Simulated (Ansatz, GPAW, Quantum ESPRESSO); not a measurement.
# The valence band of PH12C6N3 as photoemission sees it, part 8 of 8

Aim: the valence spectrum of PH12C6N3 from He I to hard X-rays, and which orbitals make each feature.

Ansatz 0.2.0, Quantum ESPRESSO 7.5 and GPAW 26.7.0; DFT, LDA, plane-wave PAW, default files, scalar-relativistic (the session's first sound run).

So far. Step 3 (The same cell in Quantum ESPRESSO): At this level the gap is 3.61 eV on the k-mesh of the self-consistent run, which can miss the band edges. Step 6 (Quantum ESPRESSO: bands): On this path the gap is indirect, 3.61 eV, with the valence top at T and the conduction bottom at L. The least direct gap is 3.77 eV.

## Step 9: Other settings

This step: DFT, LDA, plane-wave PAW, default files, scalar-relativistic; changed: scf.initial_density.chi_scale = 0.1, hamiltonian.pseudopotentials = {"kind": "nc"}, scf.convergence.dr2_threshold = 1e-05 (Ansatz 0.2.0).

Other settings are tried.

The input, input.yaml:

```yaml
crystal:
  lattice:
    - [4.8090814328, 2.7765244598, 2.3349997208]
    - [-4.8090814328, 2.7765244598, 2.3349997208]
    - [0.0, -5.5530489196, 2.3349997208]
  atoms:
    - { symbol: P, position: [0.0, 0.0, 0.0] }
    - { symbol: "N", position: [0.2577, 0.5136, 0.2577] }
    - { symbol: "N", position: [0.5136, 0.2577, 0.2577] }
    - { symbol: "N", position: [0.2577, 0.2577, 0.5136] }
    - { symbol: C, position: [0.48805, 0.48805, 0.2413] }
    - { symbol: C, position: [0.48805, 0.2413, 0.48805] }
    - { symbol: C, position: [0.2413, 0.48805, 0.48805] }
    - { symbol: C, position: [0.0402, 0.3272, 0.0402] }
    - { symbol: C, position: [0.3272, 0.0402, 0.0402] }
    - { symbol: C, position: [0.0402, 0.0402, 0.3272] }
    - { symbol: H, position: [0.638, 0.638, 0.402] }
    - { symbol: H, position: [0.638, 0.402, 0.638] }
    - { symbol: H, position: [0.402, 0.638, 0.638] }
    - { symbol: H, position: [0.5073, 0.5073, 0.0738] }
    - { symbol: H, position: [0.5073, 0.0738, 0.5073] }
    - { symbol: H, position: [0.0738, 0.5073, 0.5073] }
    - { symbol: H, position: [0.3544, 0.0586, 0.8754] }
    - { symbol: H, position: [0.8754, 0.3544, 0.0586] }
    - { symbol: H, position: [0.0586, 0.8754, 0.3544] }
    - { symbol: H, position: [0.0586, 0.3544, 0.8754] }
    - { symbol: H, position: [0.3544, 0.8754, 0.0586] }
    - { symbol: H, position: [0.8754, 0.0586, 0.3544] }
kpoints:
  mp_grid: { grid: [4, 4, 4] }
scf:
  occupations: { method: fermi_dirac, width: 0.02 }
  n_extra_bands: 40
  initial_density: { chi_scale: 0.1 }
  convergence: { dr2_threshold: 1.0e-05 }
hamiltonian:
  xc: lda
  pseudopotentials: { kind: nc }
output:
  forces: true
  stress: true
  dos:
    projected:
      site_lists:
        P1: [0]
        N2: [1, 2, 3]
        C5: [4, 5, 6]
        C8: [7, 8, 9]
        H11: [10, 11, 12]
        H14: [13, 14, 15]
        H17: [16, 17, 18, 19, 20, 21]
    de: 0.05
    e_range: [-30, 12]
    nscf_kmesh: { grid: [8, 8, 8] }
```

The run is started by

```bash
> ansatz run input.yaml --threads 2 --pin off --max-ram 6144MiB --backend cpu --events-out ev --progress --plain --runs-dir out
```

The log of the run:

```text
Warning: scf.convergence.dr2_threshold = 1e-5 eV is looser than this run's default, which is 1e-7 eV or tighter. The error in the forces grows as the threshold's square root, so leave the key out unless less accurate forces are enough
Warning: output.stress: scf.convergence.dr2_threshold = 1e-5 eV is looser than the 2.2e-9 eV advised for a printed stress (1e-10 eV for each atom of the cell: 22). What an SCF threshold leaves in a stress goes as its square root, and in the free energy as the threshold itself, and one threshold admits the most on a small cell: [figures from the program's tests cut] Set scf.convergence.dr2_threshold to 2.2e-9 eV or tighter. The threshold is an SCF's pass mark: one that does not reach it within its budget of iterations ends unconverged, or closes short of it on a stop that the run arms, and scf.convergence.dr2_threshold's page says what that costs each kind of run
[...]
Crystal: 22 atoms, lattice volume = 187.069 Å³
Basis set: ecut = 1142.878222 eV, 16405 PW (Γ)
Bands: 68, of which v1, the nominal top of the filled ones, is band 28 counted from 1 (27 counted from 0)
Symmetry: 6 space group operations
[...]
k-points: 13 of 64 (time reversal used)
[...]
SCF iter   1: F=—  HF=-2218.544801 eV  |F-HF|=—  |Δ(HF+E_count)|=         —  Δρ=1.29e-1  dr2=2.75e1  ethr=3.10e-3  ⟨swp⟩=7.4  Hψ=5305  notcnv=0  defer=184
[...]
SCF iter   8: F=-2208.116995 eV  HF=-2208.116995 eV  |F-HF|=3.30e-7  |Δ(HF+E_count)|=   6.31e-7  Δρ=2.17e-5  dr2=6.23e-7  ethr=1.79e-8  ⟨swp⟩=17.3  Hψ=7952  notcnv=0
SCF 1 converged in 8 iterations: F = -2208.116995 eV  dr2 = 6.23e-7
NSCF: frozen V_eff on 65 k-points
SCF converged after 8 iterations
Free energy (F): -2208.116995 eV
[...]
Internal energy: -2208.116995 eV  (E = F + TS)
E sigma→0 (E₀):  -2208.116995 eV
Fermi energy:    3.927799 eV
[...]
--- Forces (eV/Å), atoms counted from 1 ---
  atom   1  P      0.00000000     0.00000000    -0.33161045
  atom   2  N      0.30340616    -0.17517163    -0.34471579
  atom   3  N     -0.30340616    -0.17517163    -0.34471579
  atom   4  N      0.00000000     0.35034325    -0.34471579
  atom   5  C     -0.00000000    -1.20524667    -0.26009215
  atom   6  C     -1.04377423     0.60262333    -0.26009215
  atom   7  C      1.04377423     0.60262333    -0.26009215
  atom   8  C      0.65979341    -0.38093190     0.66960017
  atom   9  C     -0.65979341    -0.38093190     0.66960017
  atom  10  C      0.00000000     0.76186380     0.66960017
  atom  11  H      0.00000000     0.07725076     1.05275085
  atom  12  H      0.06690112    -0.03862538     1.05275085
  atom  13  H     -0.06690112    -0.03862538     1.05275085
  atom  14  H      0.00000000     0.76330512    -0.41030074
  atom  15  H      0.66104162    -0.38165256    -0.41030074
  atom  16  H     -0.66104162    -0.38165256    -0.41030074
  atom  17  H      0.04644242     0.85157440    -0.29825289
  atom  18  H     -0.76070628    -0.38556688    -0.29825289
  atom  19  H      0.71426385    -0.46600752    -0.29825289
  atom  20  H     -0.04644242     0.85157440    -0.29825289
  atom  21  H      0.76070628    -0.38556688    -0.29825289
  atom  22  H     -0.71426385    -0.46600752    -0.29825289
  max |Σ_I F_I| component: 5.99e-4 eV/Å
--- Stress (GPa, compression-positive) ---
        1.146846       0.000000       0.000000
        0.000000       1.146846       0.000000
        0.000000       0.000000       3.288523
  P = ⅓ Tr σ = 1.8607 GPa (18.607 kbar)
--- Band table (eV; the first three rows and the last of 13) ---
  k-point 0: bands = [... 24 lower, -1.3552, 1.1850, 1.5190, 1.5190, 6.0416, 7.0891, 7.0891, 8.0024, ... 36 higher]
  k-point 1: bands = [... 24 lower, -1.5327, 1.4415, 1.5166, 1.7072, 6.1060, 6.7634, 6.7730, 7.6509, ... 36 higher]
  k-point 2: bands = [... 24 lower, -1.6589, 1.5141, 1.6190, 1.9445, 5.7205, 6.5041, 7.3364, 7.5449, ... 36 higher]
  k-point 12: bands = [... 24 lower, -1.7181, 1.7553, 2.1154, 2.1154, 5.8867, 5.8867, 7.3413, 7.5169, ... 36 higher]
```

The job ended after 3.4 min (2 threads of Arm Neoverse V2, shared host; peak memory 2 GiB; 6.9 min of CPU time).

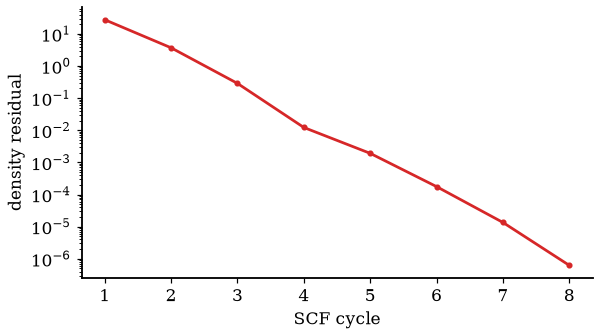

Residual by cycle in this run.

The run finished with changed settings (scf.initial_density.chi_scale = 0.1, hamiltonian.pseudopotentials = {"kind": "nc"} and scf.convergence.dr2_threshold = 1e-05); it serves as a test.

The two runs compared:

| quantity | this run | sound run | difference |
| --- | --- | --- | --- |
| Fermi energy (eV) | 3.9278 | 3.9124 | 0.0154 |
| pressure (GPa) | 1.8607 | 1.4592 | 0.401 |
| gap on the k-mesh (eV) | 3.6051 | 3.6075 | -0.00242 |
| share of occupied states in no projected shell (of the occupied states in the window) | 0.0099 | 0.0091 | 8.0e-4 |

The two runs differ clearly in the pressure: 1.86 GPa against 1.46 GPa.

## Step 10: Summary of results

```yaml
least_gap_on_the_mesh_and_the_path: 3.61 eV
strongest_listed_peak_within_13_ev_of_the_zero_at_1486p7_ev: 12.8 eV binding, mostly C 2s
strongest_listed_peak_within_13_ev_of_the_zero_at_21p2_ev: 4.2 eV binding, mostly C 2p
lda_85_s_on_2_threads: gap 3.61 eV, highest Al Kα peak within 13 eV at 12.8 eV (C 2s)
qe: gap 3.61 eV, highest Al Kα peak within 13 eV at 3.7 eV (P 3s)
```

In words: PH12C6N3 is an insulator or semiconductor at the base level (gap 3.61 eV), and its valence spectrum changes with photon energy as the shells' cross sections do. At 21.2 eV the valence spectrum has its highest listed peaks within 9.75 eV at 0.4 eV (N 2p), 4.2 eV (C 2p), 6.3 eV (C 2p) and 7.4 eV (C 2p). At 1486.7 eV the valence spectrum has its highest listed peaks within 21.2 eV at 3.7 eV (mixed, P 3s leading), 11.1 eV (mixed, C 2s leading), 12.8 eV (C 2s), 17.7 eV (N 2s) and 20.2 eV (N 2s). The shell named is the one with most of the intensity, cross sections included, not always the one with most states there. In the main run, from 1486.7 eV towards hard X-rays the P 3s share grows by 14 points, as its cross section falls more slowly with photon energy than those of the shells it gains on. The plane-wave programs agree on the gap on the path to 0.01 eV. At 21.2 eV the area is led by C 2p (51 %), at 5950 eV by N 2s (35 %), a shell that the model's window at 21.2 eV leaves out. Kohn–Sham levels aren't quasiparticle energies, so peak positions are approximate. Each run has its own recipe for the spectra (widths, photon energies, in some runs the light), so peak heights and places can differ between runs for that reason too. Semilocal Kohn–Sham gaps are too small as a rule.

[Logs are printed without paths, hosts, clocks, repeated set-up lines and the standing remarks that a program may print on its own settings, such as how far it seeks lower states.]

[Hosts, paths, dates, database ids (printed as entryN), source tags and the programs' standing remarks are cut or masked in the printed files.]

[Maps of the electrostatic potential energy from Ansatz leave out the sawtooth potential of an applied field or a dipole correction, so their vacuum need not be flat; work functions include it.]

[Peak lists hold at most the 14 tallest peaks of each spectrum; further lines can be left out.]
